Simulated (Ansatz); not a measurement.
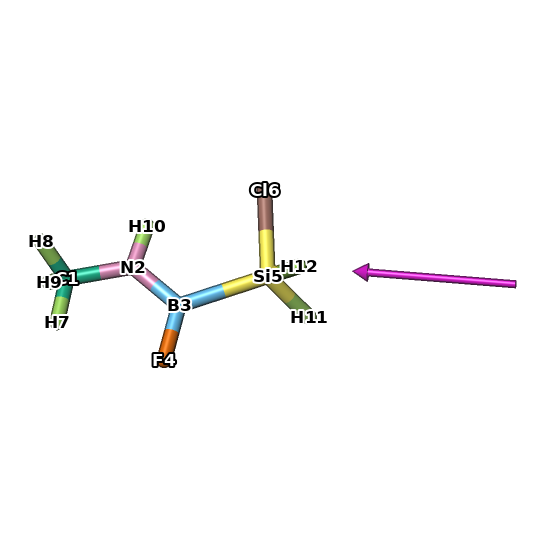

The arrow beside the molecule shows the direction of the dipole moment, from the negative to the positive end (its length means nothing). The computed structure is the end point of a PBE-D4/def2-SVP optimisation. No frequency run is at hand to confirm it as a minimum. Method: RKS PBE-D4/def2-SVP (Ansatz 0.2.0).

How large is the dipole moment?

Answer. 2.13 D; it points from the side of H11, H12 to the side of H8, H9 (the outermost atoms at the two ends).
